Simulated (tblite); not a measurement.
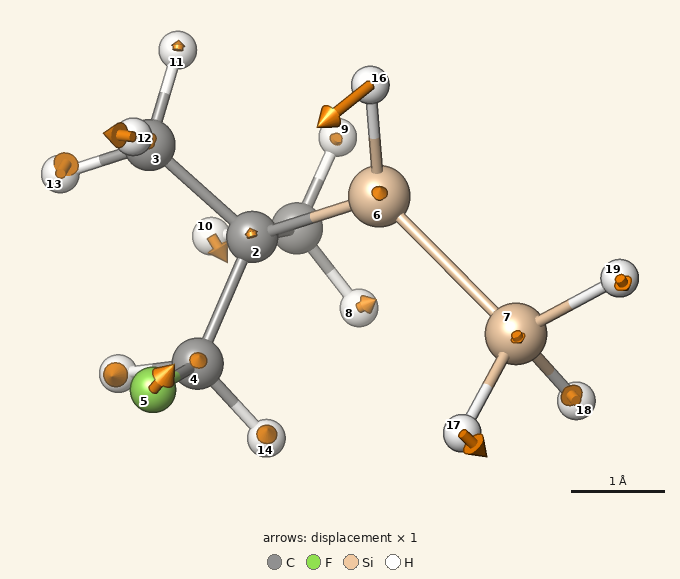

This is a relaxation of C₄H₁₂FSi₂ (multiplicity 2). The starting structure is drawn; orange arrows show the displacements, at their true length. The two geometries are superimposed by the best rigid fit.

The picture is a ball-and-stick view, seen at a tilt.

Level of theory: GFN2-xTB geometry optimisation, gas phase in tblite. 

Q: Which element moves most?

A: Hydrogen: up to 0.89 Å, against 0.45 Å for fluorine.

Q: What did the optimiser do to the structure, and how much energy did it gain?

A: Over 124 geometry steps the energy falls by 17.8 kcal/mol. The atom that moves furthest after the best rigid fit is an H atom (0.89 Å). Largest moves by element: H 0.89 Å, F 0.45 Å, C 0.22 Å, Si 0.17 Å. Near-neighbour distances that change, for instance: C–Si 1.810 → 1.940 Å, Si–Si 2.162 → 2.287 Å, C–H 1.135 → 1.091 Å, H–Si 1.435 → 1.473 Å. Bond angles that change, for instance: C–Si–H 119.0° → 105.1°, C–C–Si 117.0° → 107.5°, Si–Si–H 112.2° → 121.5°.
